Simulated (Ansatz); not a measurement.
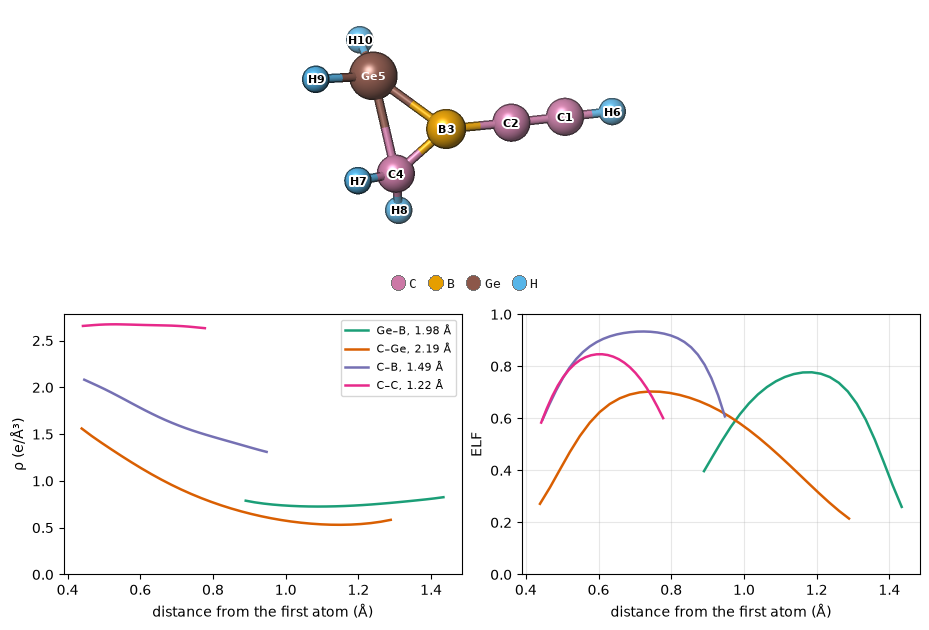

Figure. C$_{3}$H$_{5}$BGe. Total electron density and electron localisation function along straight lines between neighbouring atoms. The curves leave out the atomic cores. The structure is drawn too.

These are results of RKS PBE0/def2-SVP in Ansatz, not measurements.

```xyz
10

C    -1.5490    0.4296    2.4088
C    -1.0381    0.2675    1.3129
B    -0.4585    0.1234   -0.0680
C    -0.0514   -1.0085   -0.9411
Ge    1.1997    0.7937   -0.9125
H    -1.9963    0.5729    3.3763
H    -0.0160   -0.9546   -2.0362
H     0.0132   -2.0397   -0.5693
H     1.4432    0.9223   -2.4210
H     2.5363    0.8423   -0.1471
```

Q: Compare the contacts.

A: Ge–B (1.98 Å): the density is about 0.74 e/Å³ at the midpoint; the ELF peaks at about 0.80 between the atoms, as expected for a shared electron pair.
C–Ge (2.19 Å): ρ at the midpoint is about 0.54 e/Å³; the ELF peaks at about 0.70 in the valence shell of C, 0.7 Å from its nucleus, and is about 0.45 at the midpoint.
C–B (1.49 Å): the density is about 1.5 e/Å³ at the midpoint; the ELF peaks at about 0.95 between the atoms; a covalent bond.
C–C (1.22 Å): the density is about 2.7 e/Å³ at the midpoint; the ELF peaks at about 0.85 between the atoms; a multiple bond.
